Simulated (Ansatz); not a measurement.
## Run report: CH$_{4}$O$_{2}$Si, geometry relaxation

- system: CH$_{4}$O$_{2}$Si
- method: RKS B3LYP/def2-SVP (Ansatz 0.2.0)

It belongs to a series of runs on one base structure; here: end point A relaxed. Figures and captions count atoms from 1; the log counts them from 0 in places.

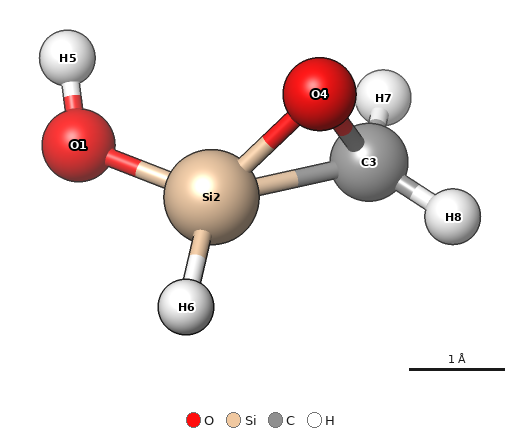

Fig. 1: The input geometry (ball-and-stick view, seen at a tilt; atoms are numbered from 1 in the order of the input). Bond lengths as drawn: C–H 1.08 Å, C–O 1.48 Å, C–Si 1.84 Å, H–O 0.96 Å, H–Si 1.43 Å and O–Si 1.62 to 1.64 Å.

## Results in brief

```tsv
quantity	value
outcome	converged
total energy	−13068.2126 eV
mean-field energy	−13068.2126 eV
largest force (length of the vector) at the end	0.011 eV/Å
hardware	1 thread of Arm Neoverse V1, 24 GiB of memory available, shared host
wall time	24 s
peak memory	0.14 GiB
```

## The input
```yaml
crystal:
  periodic: [false, false, false]
  atoms:
    - { symbol: O, position_ang: [-1.45003, 1.16188, -0.46143] }
    - { symbol: Si, position_ang: [-0.01128, 0.71587, 0.12334] }
    - { symbol: C, position_ang: [0.51222, -1.0285, 0.40032] }
    - { symbol: O, position_ang: [0.95057, -0.25409, -0.78735] }
    - { symbol: H, position_ang: [-1.82293, 0.74937, -1.23883] }
    - { symbol: H, position_ang: [0.55516, 1.82686, 0.83157] }
    - { symbol: H, position_ang: [-0.08902, -1.87985, 0.10992] }
    - { symbol: H, position_ang: [1.35531, -1.29154, 1.02247] }
basis:
  gaussian: { orbitals: def2-SVP }
hamiltonian:
  xc: b3lyp
relax:
  f_tol: 0.02
  max_steps: 50
```

Launch command:
```bash
ansatz run input.yaml --threads 1 --pin off --max-ram 2048MiB --backend cpu --events-out ev --progress --plain --runs-dir out
```

## Log
```
The last accepted step is kept in [file] (removed where the run ends without a failure and the disk answers)
Engine: ansatz 0.2.0, aarch64-unknown-linux-gnu
Functional definition: B3LYP
  parameter a0 = 0.2
  parameter ax = 0.72
  parameter ac = 0.81
  exchange = (1 - a0 - ax)*slater_x + ax*b88_x + a0*exact_x
  correlation = (1 - ac)*vwn_rpa_c + ac*lyp_c
830 factors; integrals over basis functions are off by at most 2.9e-4 eV
mean field evaluation 1: about -13059.6207 eV, gradient 6.6e1 eV
mean field evaluation 2: about -13046.2253 eV, gradient 1.1e2 eV
mean field evaluation 4: about -13068.0306 eV, gradient 6.2e0 eV
mean field evaluation 8: about -13068.1077 eV, gradient 8.1e-2 eV
mean field -13068.10767774 eV, -480.2440992755 hartree, gradient 7.6e-5 eV, S^2 0.000000; 0 other end points of the search recorded, 0 dependent functions left out
the calculation of the forces begins
reference -13068.10788502 eV, -480.2441068928 hartree; 20, 20 occupied and 60, 60 virtual orbitals, 830 factors
relax step   1: F+E_penalty+E_count = -13068.10767774 eV  Δ(F+E_penalty+E_count) = +0.000e0 eV  max|allowed force component| = 1.112e0 eV/Å  Δτ_max = 0.0000 Å  (24 SCF iters, accepted)
these checks for a lower state are left out or cut short: starts, cluster_reference, orbital_swaps, neighbouring_geometries, increment
830 factors; integrals over basis functions are off by at most 2.9e-4 eV
mean field evaluation 16: about -13068.1509 eV, gradient 2.6e0 eV
mean field -13068.17729117 eV, -480.2466575218 hartree, gradient 3.3e-5 eV, S^2 0.000000; 0 other end points of the search recorded, 0 dependent functions left out
the calculation of the forces begins
reference -13068.17749868 eV, -480.2466651477 hartree; 20, 20 occupied and 60, 60 virtual orbitals, 830 factors
relax step   2: F+E_penalty+E_count = -13068.17729117 eV  Δ(F+E_penalty+E_count) = -6.961e-2 eV  max|allowed force component| = 5.196e-1 eV/Å  Δτ_max = 0.0323 Å  (26 SCF iters, accepted)
these checks for a lower state are left out or cut short: starts, cluster_reference, orbital_swaps, neighbouring_geometries, increment
830 factors; integrals over basis functions are off by at most 2.8e-4 eV
mean field -13068.20309050 eV, -480.2476056298 hartree, gradient 4.8e-5 eV, S^2 0.000000; 0 other end points of the search recorded, 0 dependent functions left out
the calculation of the forces begins
reference -13068.20329819 eV, -480.2476132621 hartree; 20, 20 occupied and 60, 60 virtual orbitals, 830 factors
relax step   3: F+E_penalty+E_count = -13068.20309050 eV  Δ(F+E_penalty+E_count) = -2.580e-2 eV  max|allowed force component| = 1.903e-1 eV/Å  Δτ_max = 0.0474 Å  (25 SCF iters, accepted)
these checks for a lower state are left out or cut short: starts, cluster_reference, orbital_swaps, neighbouring_geometries, increment
830 factors; integrals over basis functions are off by at most 2.8e-4 eV
mean field -13068.20283999 eV, -480.2475964234 hartree, gradient 3.9e-5 eV, S^2 0.000000; 0 other end points of the search recorded, 0 dependent functions left out
the calculation of the forces begins
reference -13068.20304796 eV, -480.2476040664 hartree; 20, 20 occupied and 60, 60 virtual orbitals, 830 factors
relax step   4: F+E_penalty+E_count = -13068.20283999 eV  Δ(F+E_penalty+E_count) = +2.505e-4 eV  max|allowed force component| = 3.044e-1 eV/Å  Δτ_max = 0.0485 Å  (25 SCF iters, rejected (line search))
these checks for a lower state are left out or cut short: starts, cluster_reference, orbital_swaps, neighbouring_geometries, increment
830 factors; integrals over basis functions are off by at most 2.8e-4 eV
mean field evaluation 32: about -13068.2005 eV, gradient 9.4e-3 eV
mean field -13068.20767577 eV, -480.2477741354 hartree, gradient 3.2e-5 eV, S^2 0.000000; 0 other end points of the search recorded, 0 dependent functions left out
the calculation of the forces begins
reference -13068.20788338 eV, -480.2477817646 hartree; 20, 20 occupied and 60, 60 virtual orbitals, 830 factors
relax step   5: F+E_penalty+E_count = -13068.20767577 eV  Δ(F+E_penalty+E_count) = -4.585e-3 eV  max|allowed force component| = 6.536e-2 eV/Å  Δτ_max = 0.0239 Å  (26 SCF iters, accepted)
these checks for a lower state are left out or cut short: starts, cluster_reference, orbital_swaps, neighbouring_geometries, increment
830 factors; integrals over basis functions are off by at most 2.9e-4 eV
mean field -13068.21093380 eV, -480.2478938655 hartree, gradient 1.8e-5 eV, S^2 0.000000; 0 other end points of the search recorded, 0 dependent functions left out
the calculation of the forces begins
reference -13068.21114072 eV, -480.2479014698 hartree; 20, 20 occupied and 60, 60 virtual orbitals, 830 factors
relax step   6: F+E_penalty+E_count = -13068.21093380 eV  Δ(F+E_penalty+E_count) = -3.258e-3 eV  max|allowed force component| = 7.538e-2 eV/Å  Δτ_max = 0.1000 Å  (28 SCF iters, accepted)
these checks for a lower state are left out or cut short: starts, cluster_reference, orbital_swaps, neighbouring_geometries, increment
830 factors; integrals over basis functions are off by at most 2.9e-4 eV
mean field -13068.21226506 eV, -480.2479427885 hartree, gradient 3.1e-5 eV, S^2 0.000000; 0 other end points of the search recorded, 0 dependent functions left out
the calculation of the forces begins
reference -13068.21247187 eV, -480.2479503885 hartree; 20, 20 occupied and 60, 60 virtual orbitals, 830 factors
relax step   7: F+E_penalty+E_count = -13068.21226506 eV  Δ(F+E_penalty+E_count) = -1.331e-3 eV  max|allowed force component| = 2.148e-2 eV/Å  Δτ_max = 0.0191 Å  (25 SCF iters, accepted)
these checks for a lower state are left out or cut short: starts, cluster_reference, orbital_swaps, neighbouring_geometries, increment
830 factors; integrals over basis functions are off by at most 2.9e-4 eV
mean field -13068.21240565 eV, -480.2479479550 hartree, gradient 3.2e-5 eV, S^2 0.000000; 0 other end points of the search recorded, 0 dependent functions left out
the calculation of the forces begins
reference -13068.21261240 eV, -480.2479555530 hartree; 20, 20 occupied and 60, 60 virtual orbitals, 830 factors
relax step   8: F+E_penalty+E_count = -13068.21240565 eV  Δ(F+E_penalty+E_count) = -1.406e-4 eV  max|allowed force component| = 8.740e-3 eV/Å  Δτ_max = 0.0097 Å  (25 SCF iters, accepted)
830 factors; integrals over basis functions are off by at most 2.9e-4 eV
mean field evaluation 64: about -13068.2124 eV, gradient 5.0e-3 eV
```

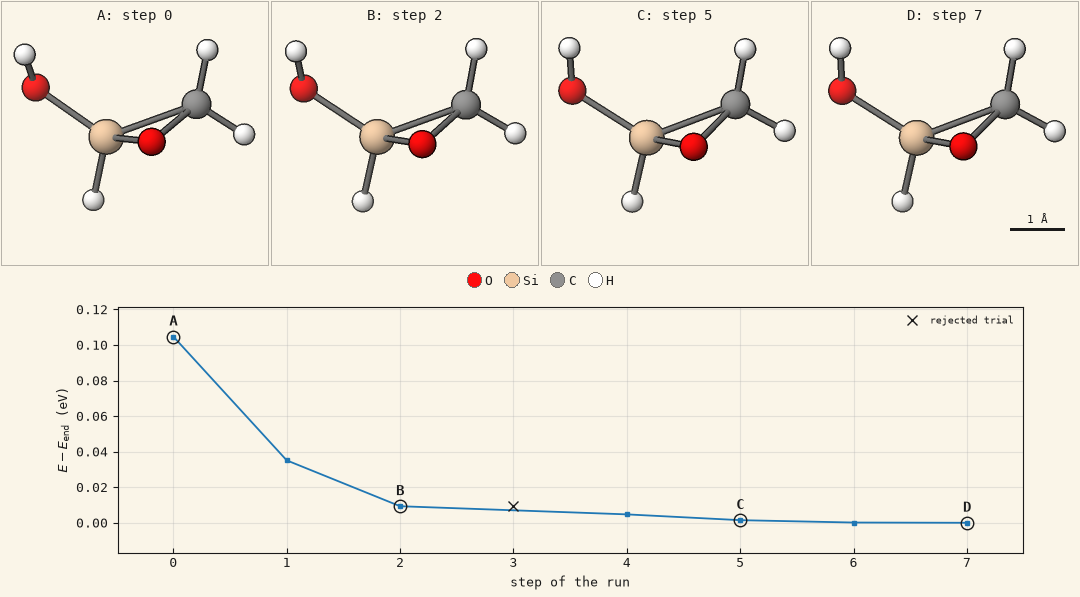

Fig. 2: Frames of the relaxation (ball-and-stick view, seen at a tilt) above the curves, on which the letters mark them (the first geometry is step 0 here and step 1 in the log).

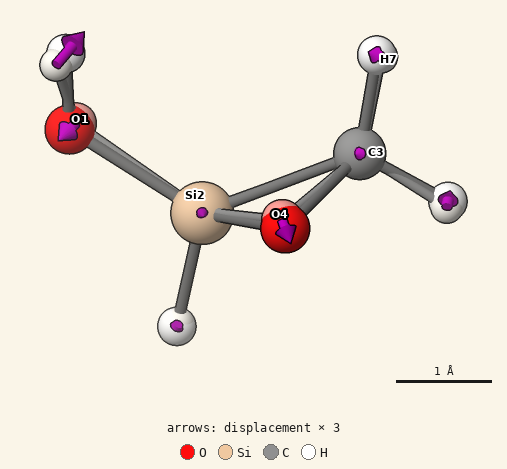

Fig. 3: Start (faint) and end (solid) with the displacements as pink arrows, magnified 3 times (ball-and-stick view, seen at a tilt). The two geometries are laid on each other by the best rigid fit. H5 moves most after the best rigid fit: 0.19 Å. Largest moves by element: H 0.19 Å, O 0.11 Å, C 0.04 Å, Si 0.03 Å. Among the contacts that change: Si2–H6 1.434 → 1.471 Å, O1–Si2 1.616 → 1.650 Å, Si2–O4 1.642 → 1.673 Å, Si2–C3 1.842 → 1.819 Å. Among the angles that change: Si2–O1–H5 121.5° → 118.2°, O1–Si2–H6 108.5° → 106.0°, Si2–O4–C3 72.0° → 69.7°. After 7 geometry steps the energy has fallen by 0.105 eV. The largest force component goes from 1.1 to 0.0087 eV/Å. The line search rejected the trial step at point 3 (counted from 0) and went back. (Atoms are counted from 1 in the order of the input.)

```
mean field -13068.21240565 eV, -480.2479479550 hartree, gradient 3.2e-5 eV, S^2 0.000000; 1 other end points of the search recorded, 0 dependent functions left out
the calculation of the forces begins
reference -13068.21261240 eV, -480.2479555530 hartree; 20, 20 occupied and 60, 60 virtual orbitals, 830 factors
Total energy: -13068.21261240 eV, -480.2479555530 hartree
Atom 0 at    -1.414282     1.231708    -0.536273 Å, force    -0.004611    -0.004065    -0.007042 eV/Å
Atom 1 at     0.014450     0.715420     0.108405 Å, force     0.004272    -0.002708     0.008740 eV/Å
Atom 2 at     0.510518    -1.016009     0.365721 Å, force    -0.004755    -0.008496    -0.006105 eV/Å
Atom 3 at     1.046761    -0.236528    -0.800196 Å, force     0.001568    -0.002298    -0.005528 eV/Å
Atom 4 at    -1.896679     0.629060    -1.116121 Å, force     0.004012     0.005343     0.005532 eV/Å
Atom 5 at     0.560392     1.861671     0.851547 Å, force    -0.004380     0.008265    -0.000595 eV/Å
Atom 6 at    -0.116810    -1.864633     0.053924 Å, force     0.002351     0.006238     0.002346 eV/Å
Atom 7 at     1.295649    -1.320689     1.073003 Å, force     0.001544    -0.002280     0.002653 eV/Å
Dipole moment:    -0.325641    -0.110045     0.137144 e Å
```

## Trajectory as extended XYZ (Å, eV, eV/Å), 8 frames, from step=1 to step=8
```
8
Properties=species:S:1:pos:R:3:forces:R:3 step=1 energy=-13068.10768
O    -1.4500    1.1619   -0.4614   -0.8002   0.7453  -0.0980
Si   -0.0113    0.7159    0.1233    0.1702  -1.1119   0.6506
C     0.5122   -1.0285    0.4003   -0.2547   0.8616  -0.0856
O     0.9506   -0.2541   -0.7873    0.7615  -0.1276  -1.0396
H    -1.8229    0.7494   -1.2388   -0.1697  -0.2821  -0.2895
H     0.5552    1.8269    0.8316    0.2690   0.6496   0.3737
H    -0.0890   -1.8799    0.1099   -0.4088  -0.4874  -0.0141
H     1.3553   -1.2915    1.0225    0.4327  -0.2475   0.5025
8
Properties=species:S:1:pos:R:3:forces:R:3 step=2 energy=-13068.17729
O    -1.4522    1.1706   -0.4692   -0.5156   0.4379  -0.1755
Si   -0.0069    0.7064    0.1234    0.1537  -0.4727   0.4744
C     0.5228   -1.0277    0.3836   -0.1505   0.4174   0.0680
O     0.9737   -0.2452   -0.8080    0.4437  -0.2220  -0.5196
H    -1.8413    0.7342   -1.2337   -0.0116  -0.1405  -0.0143
H     0.5603    1.8414    0.8466    0.0492   0.2044   0.1059
H    -0.1097   -1.8800    0.1139   -0.0656  -0.1312  -0.0304
H     1.3533   -1.2999    1.0434    0.0967  -0.0933   0.0915
8
Properties=species:S:1:pos:R:3:forces:R:3 step=3 energy=-13068.20309
O    -1.4487    1.1964   -0.4881   -0.0824   0.0497  -0.1384
Si    0.0006    0.7028    0.1252    0.0104  -0.0147  -0.0284
C     0.5219   -1.0213    0.3790    0.0263  -0.0481  -0.0011
O     1.0048   -0.2490   -0.8164   -0.0015   0.0220   0.0211
H    -1.8670    0.7032   -1.2088    0.1229   0.0087   0.1903
H     0.5614    1.8565    0.8547   -0.0517  -0.0547  -0.0311
H    -0.1141   -1.8758    0.0991    0.0336   0.0292   0.0199
H     1.3411   -1.3128    1.0554   -0.0575   0.0077  -0.0324
8
Properties=species:S:1:pos:R:3:forces:R:3 step=4 energy=-13068.20284 accepted=F
O    -1.4320    1.2370   -0.5087    0.0589   0.1436   0.1617
Si   -0.0098    0.6945    0.1173    0.3044   0.2343   0.1588
C     0.5206   -1.0268    0.3748   -0.0164  -0.0058  -0.0217
O     1.0114   -0.2483   -0.8130   -0.0496  -0.0302  -0.0033
H    -1.8580    0.6863   -1.1657   -0.2793  -0.2423  -0.2978
H     0.5392    1.8554    0.8450    0.0116  -0.0973   0.0154
H    -0.1065   -1.8853    0.0926    0.0189  -0.0126  -0.0205
H     1.3350   -1.3128    1.0578   -0.0486   0.0103   0.0073
8
Properties=species:S:1:pos:R:3:forces:R:3 step=5 energy=-13068.20768
O    -1.4422    1.2134   -0.4986    0.0079   0.0249  -0.0442
Si    0.0002    0.7033    0.1209    0.0046   0.0114  -0.0037
C     0.5209   -1.0214    0.3761   -0.0160  -0.0019  -0.0098
O     1.0082   -0.2477   -0.8163    0.0003   0.0031   0.0082
H    -1.8657    0.6885   -1.1900    0.0211  -0.0287   0.0654
H     0.5558    1.8527    0.8550   -0.0137  -0.0135  -0.0029
H    -0.1121   -1.8766    0.0963    0.0084  -0.0006  -0.0101
H     1.3349   -1.3124    1.0566   -0.0128   0.0053  -0.0028
8
Properties=species:S:1:pos:R:3:forces:R:3 step=6 energy=-13068.21093
O    -1.4189    1.2310   -0.5268   -0.0067  -0.0419  -0.0754
Si    0.0156    0.7125    0.1048   -0.0355   0.0130   0.0135
C     0.5110   -1.0191    0.3644   -0.0005   0.0135  -0.0018
O     1.0563   -0.2364   -0.7971    0.0040  -0.0174   0.0188
H    -1.9088    0.6398   -1.1141    0.0474   0.0313   0.0574
H     0.5648    1.8641    0.8388   -0.0124  -0.0158   0.0132
H    -0.1028   -1.8727    0.0414   -0.0310   0.0117   0.0155
H     1.2828   -1.3192    1.0886    0.0346   0.0057  -0.0412
8
Properties=species:S:1:pos:R:3:forces:R:3 step=7 energy=-13068.21227
O    -1.4115    1.2346   -0.5418    0.0006  -0.0056   0.0068
Si    0.0144    0.7141    0.1058    0.0164   0.0190   0.0127
C     0.5111   -1.0164    0.3658    0.0169  -0.0114  -0.0031
O     1.0516   -0.2368   -0.7987   -0.0215  -0.0064   0.0004
H    -1.9048    0.6313   -1.1113    0.0059  -0.0042  -0.0043
H     0.5586    1.8595    0.8521   -0.0052   0.0057  -0.0063
H    -0.1148   -1.8655    0.0537   -0.0012  -0.0014  -0.0105
H     1.2954   -1.3209    1.0744   -0.0120   0.0043   0.0042
8
Properties=species:S:1:pos:R:3:forces:R:3 step=8 energy=-13068.21241
O    -1.4143    1.2317   -0.5363   -0.0046  -0.0041  -0.0070
Si    0.0144    0.7154    0.1084    0.0043  -0.0027   0.0087
C     0.5105   -1.0160    0.3657   -0.0048  -0.0085  -0.0061
O     1.0468   -0.2365   -0.8002    0.0016  -0.0023  -0.0055
H    -1.8967    0.6291   -1.1161    0.0040   0.0053   0.0055
H     0.5604    1.8617    0.8515   -0.0044   0.0083  -0.0006
H    -0.1168   -1.8646    0.0539    0.0024   0.0062   0.0023
H     1.2956   -1.3207    1.0730    0.0015  -0.0023   0.0027
```
